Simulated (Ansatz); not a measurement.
## Run report: WH2Cl5OF, geometry relaxation (part 2 of 2)

Continued. System: WH2Cl5OF. Method: RKS PBE/def2-SVP (Ansatz 0.2.0). It belongs to a series of runs on one base structure; here: end point B relaxed.

Geometry of the input (Å):
```
W  0.4826  0.3452  -0.3393
O  -0.3101  -0.3684  2.6349
H  -1.2668  -0.2190  2.7536
Cl 2.4101  0.2310  -1.6354
Cl 0.1764  2.4870  -1.2371
F  -1.2016  0.6295  0.4405
Cl 0.9059  -1.7764  0.4251
Cl -0.7177  -0.5796  -2.1117
Cl 1.7453  1.3665  1.3930
H  0.0933  0.4020  3.1079
```

**Trajectory as extended XYZ, continued**
```
10
Properties=species:S:1:pos:R:3:forces:R:3 step=5 energy=-69190.10067
W     0.5518    0.3861   -0.5031    0.0016   0.0040  -0.0195
O    -0.4283   -0.4725    3.0783    0.0226   0.0136   0.1462
H    -1.3114   -0.1836    2.7783    0.0980   0.0685  -0.0236
Cl    2.4827    0.2494   -1.7505    0.0150  -0.0098   0.0200
Cl    0.1560    2.5217   -1.3324   -0.0205   0.0100  -0.0155
F    -1.0458    0.5649    0.4939   -0.0189   0.0036   0.0057
Cl    0.8757   -1.6962    0.4141    0.0111  -0.0318  -0.0182
Cl   -0.7132   -0.5439   -2.2064   -0.0045   0.0165  -0.0157
Cl    1.6812    1.3232    1.3127    0.0511   0.0447  -0.0397
H     0.0689    0.3686    3.1465   -0.1555  -0.1194  -0.0397
10
Properties=species:S:1:pos:R:3:forces:R:3 step=6 energy=-69190.11360
W     0.5457    0.3919   -0.5105   -0.0980  -0.0040   0.0430
O    -0.4793   -0.4812    3.1639   -0.0651   0.0145  -0.0172
H    -1.2686   -0.1283    2.7075    0.0684  -0.0185   0.0172
Cl    2.4918    0.2487   -1.7327   -0.0245  -0.0056   0.0269
Cl    0.1361    2.5208   -1.3521   -0.0031  -0.0324   0.0199
F    -1.0576    0.5573    0.4967    0.1103   0.0035  -0.0725
Cl    0.8649   -1.6858    0.4290   -0.0094  -0.0004  -0.0424
Cl   -0.7058   -0.5391   -2.2229    0.0169   0.0062   0.0290
Cl    1.6688    1.3445    1.3030    0.0229   0.0464  -0.0242
H     0.1214    0.2891    3.1496   -0.0184  -0.0098   0.0203
10
Properties=species:S:1:pos:R:3:forces:R:3 step=7 energy=-69190.11489
W     0.5456    0.3923   -0.5130   -0.0762   0.0008   0.0401
O    -0.4818   -0.4845    3.1675   -0.0443   0.0278  -0.0155
H    -1.2628   -0.1273    2.7008    0.0576  -0.0155   0.0140
Cl    2.4918    0.2475   -1.7342   -0.0187  -0.0062   0.0186
Cl    0.1358    2.5204   -1.3557   -0.0046  -0.0253   0.0148
F    -1.0573    0.5586    0.4931    0.0931   0.0031  -0.0543
Cl    0.8639   -1.6856    0.4254   -0.0087  -0.0036  -0.0352
Cl   -0.7055   -0.5384   -2.2256    0.0130   0.0035   0.0218
Cl    1.6709    1.3471    1.2975    0.0159   0.0391  -0.0195
H     0.1169    0.2878    3.1759   -0.0270  -0.0237   0.0151
10
Properties=species:S:1:pos:R:3:forces:R:3 step=8 energy=-69190.11280 accepted=F
W     0.5441    0.3962   -0.5205   -0.0075   0.0171   0.0039
O    -0.5186   -0.4913    3.2146   -0.2793   0.3389  -0.3580
H    -1.2249   -0.1032    2.6418    0.4022  -0.2113   0.3343
Cl    2.4942    0.2413   -1.7329   -0.0116   0.0037   0.0056
Cl    0.1237    2.5167   -1.3736    0.0004  -0.0110   0.0049
F    -1.0554    0.5607    0.4893    0.0399  -0.0013  -0.0063
Cl    0.8563   -1.6840    0.4155   -0.0045  -0.0031   0.0034
Cl   -0.7007   -0.5345   -2.2362   -0.0052  -0.0069   0.0108
Cl    1.6728    1.3700    1.2769   -0.0047  -0.0015  -0.0041
H     0.1261    0.2461    3.2566   -0.1297  -0.1246   0.0055
10
Properties=species:S:1:pos:R:3:forces:R:3 step=9 energy=-69190.11720
W     0.5485    0.3954   -0.5160   -0.0304  -0.0067   0.0096
O    -0.4948   -0.4924    3.1771   -0.0141   0.0145  -0.0105
H    -1.2540   -0.1260    2.6837    0.0257  -0.0032   0.0027
Cl    2.4918    0.2432   -1.7392   -0.0024  -0.0002   0.0044
Cl    0.1325    2.5183   -1.3664   -0.0007  -0.0087   0.0023
F    -1.0487    0.5657    0.4933    0.0280   0.0018  -0.0054
Cl    0.8640   -1.6844    0.4190   -0.0017  -0.0003  -0.0119
Cl   -0.7074   -0.5382   -2.2233    0.0045   0.0015   0.0072
Cl    1.6790    1.3600    1.2844    0.0121   0.0177  -0.0082
H     0.1066    0.2762    3.2189   -0.0210  -0.0165   0.0096
10
Properties=species:S:1:pos:R:3:forces:R:3 step=10 energy=-69190.11772
W     0.5504    0.3986   -0.5215    0.0453  -0.0123  -0.0090
O    -0.5092   -0.5098    3.1729    0.0816   0.2252  -0.0044
H    -1.2351   -0.1139    2.6495    0.0931  -0.0242   0.0526
Cl    2.4900    0.2403   -1.7485    0.0138  -0.0057  -0.0125
Cl    0.1277    2.5136   -1.3861   -0.0029   0.0149   0.0050
F    -1.0376    0.5737    0.4968   -0.0429   0.0105   0.0320
Cl    0.8659   -1.6805    0.4154    0.0001   0.0013  -0.0084
Cl   -0.7121   -0.5374   -2.2226   -0.0043  -0.0124   0.0030
Cl    1.6923    1.3735    1.2645   -0.0015   0.0073  -0.0059
H     0.0851    0.2596    3.3113   -0.1822  -0.2045  -0.0524
10
Properties=species:S:1:pos:R:3:forces:R:3 step=11 energy=-69190.11872
W     0.5520    0.3990   -0.5210    0.0300   0.0033  -0.0056
O    -0.5218   -0.5079    3.1825   -0.0206   0.0535  -0.0393
H    -1.2288   -0.1100    2.6372    0.0359  -0.0255   0.0303
Cl    2.4900    0.2396   -1.7513   -0.0027   0.0022  -0.0078
Cl    0.1265    2.5162   -1.3802   -0.0079  -0.0097  -0.0186
F    -1.0344    0.5759    0.5020   -0.0212  -0.0021   0.0208
Cl    0.8689   -1.6814    0.4124    0.0088   0.0125   0.0182
Cl   -0.7142   -0.5448   -2.2154   -0.0017   0.0180  -0.0007
Cl    1.6958    1.3822    1.2597    0.0009  -0.0234   0.0017
H     0.0835    0.2490    3.3056   -0.0214  -0.0288   0.0010
10
Properties=species:S:1:pos:R:3:forces:R:3 step=12 energy=-69190.11894
W     0.5541    0.3997   -0.5205    0.0126   0.0034   0.0058
O    -0.5254   -0.5101    3.1770   -0.0738  -0.0345  -0.0380
H    -1.2272   -0.1048    2.6317    0.0042  -0.0258   0.0090
Cl    2.4883    0.2400   -1.7572   -0.0043   0.0039  -0.0002
Cl    0.1207    2.5124   -1.3871    0.0133   0.0051   0.0132
F    -1.0311    0.5766    0.5064   -0.0049   0.0000   0.0056
Cl    0.8767   -1.6766    0.4196   -0.0075  -0.0038  -0.0105
Cl   -0.7169   -0.5398   -2.2133    0.0003  -0.0172   0.0105
Cl    1.7016    1.3766    1.2611   -0.0038   0.0113  -0.0194
H     0.0766    0.2439    3.3139    0.0639   0.0575   0.0238
10
Properties=species:S:1:pos:R:3:forces:R:3 step=13 energy=-69190.11946
W     0.5606    0.4030   -0.5125   -0.0068  -0.0072  -0.0422
O    -0.5334   -0.5170    3.1604   -0.0234  -0.0236   0.0002
H    -1.2395   -0.1198    2.6155    0.0027  -0.0031   0.0016
Cl    2.4807    0.2361   -1.7698    0.0044   0.0037  -0.0031
Cl    0.1219    2.5127   -1.3843    0.0079   0.0052   0.0042
F    -1.0168    0.5873    0.5251   -0.0124   0.0021   0.0050
Cl    0.8876   -1.6703    0.4307   -0.0001  -0.0064   0.0026
Cl   -0.7267   -0.5454   -2.1889   -0.0044  -0.0089   0.0049
Cl    1.7242    1.3870    1.2497    0.0157   0.0168   0.0194
H     0.0590    0.2444    3.3056    0.0164   0.0215   0.0075
10
Properties=species:S:1:pos:R:3:forces:R:3 step=14 energy=-69190.11969
W     0.5641    0.4051   -0.5154   -0.0067  -0.0023  -0.0277
O    -0.5437   -0.5219    3.1658    0.0035   0.0006   0.0015
H    -1.2419   -0.1256    2.6101    0.0073   0.0028   0.0046
Cl    2.4790    0.2372   -1.7807   -0.0023  -0.0048  -0.0012
Cl    0.1256    2.5145   -1.3883   -0.0019  -0.0035   0.0014
F    -1.0090    0.5918    0.5290   -0.0099   0.0081  -0.0003
Cl    0.8936   -1.6657    0.4326    0.0072  -0.0084   0.0018
Cl   -0.7324   -0.5496   -2.1816    0.0032   0.0031   0.0051
Cl    1.7350    1.3921    1.2405    0.0122   0.0111   0.0182
H     0.0473    0.2399    3.3195   -0.0126  -0.0067  -0.0032
```

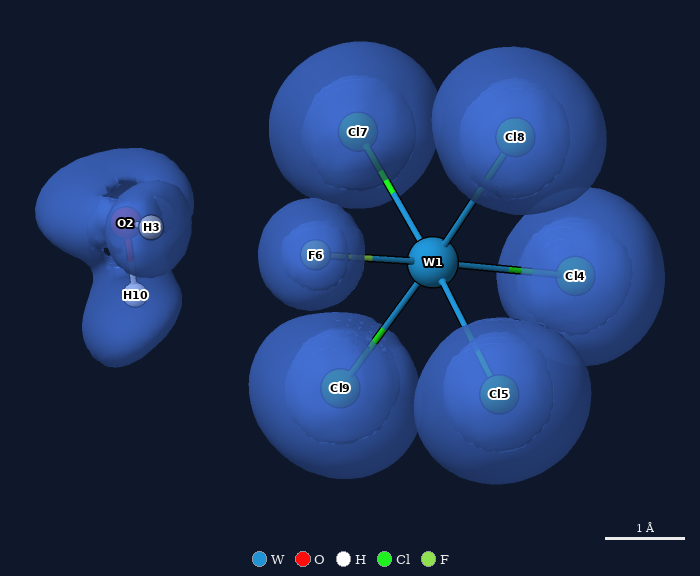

Isosurface of the electron localisation function at 0.8 (blue), seen at a tilt. Core shells and regions of very low density are left out. Profiles from the grid: F6···H3 (2.21 Å): the ELF is only about 0.05 between them; a closed-shell contact with the geometry of a hydrogen bond. W–F (1.90 Å): the ELF peaks at about 0.80 in the valence shell of F, 0.5 Å from its nucleus, and drops to about 0.20 between the two atoms.

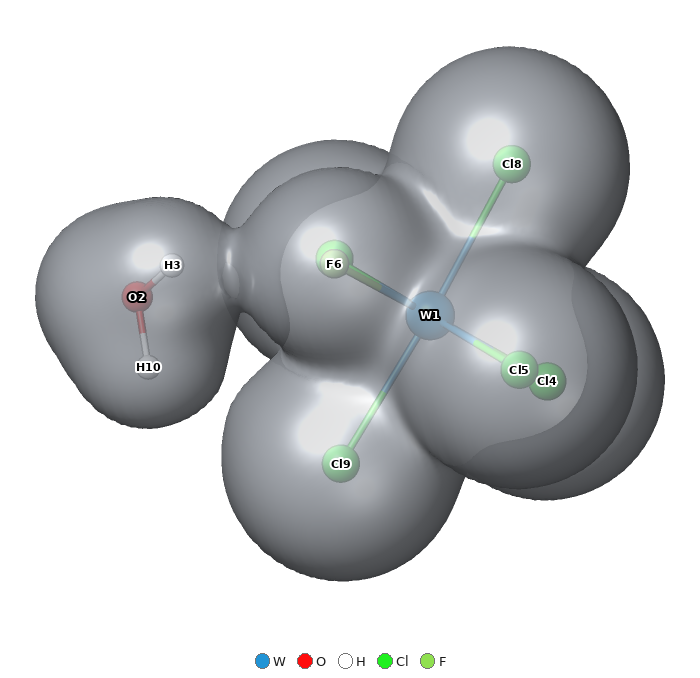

Isosurface of the total electron density at 0.05 e/Å³ (grey), seen face on. At this value the surface is in one piece. On the grid the lowest density along these lines, outside the cores, is 0.09 e/Å³ (F···H, 2.21 Å), 0.95 e/Å³ (W–F, 1.90 Å), 0.68 e/Å³ (W–Cl, 2.30 Å) and 2.3 e/Å³ (O–H, 0.98 Å).

**Results in brief**

| quantity | value |
| --- | --- |
| outcome | converged |
| total energy | −69190.1198 eV |
| mean-field energy | −69190.1198 eV |
| largest force (length of the vector) at the end | 0.029 eV/Å |
| wall time | 65 s (CPU time 3.9 min) |
| peak memory | 0.33 GiB |
